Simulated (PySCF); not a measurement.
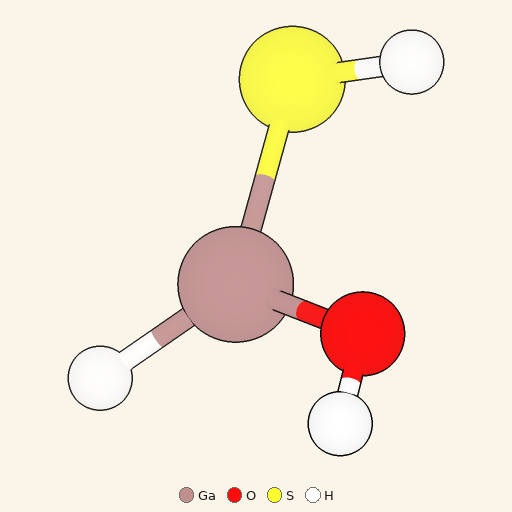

Figure made from data computed with PySCF.

The picture shows a molecular structure as a ball-and-stick model. Every bond is drawn as one stick, whatever its order.

Describe the molecule.

It has 6 atoms: 1 gallium, 3 hydrogen, 1 oxygen and 1 sulfur (GaH3OS). This geometry has Cs symmetry. All atoms lie on one plane. Coordination: 1 Ga trigonal planar; 1 O bent; 1 S bent.
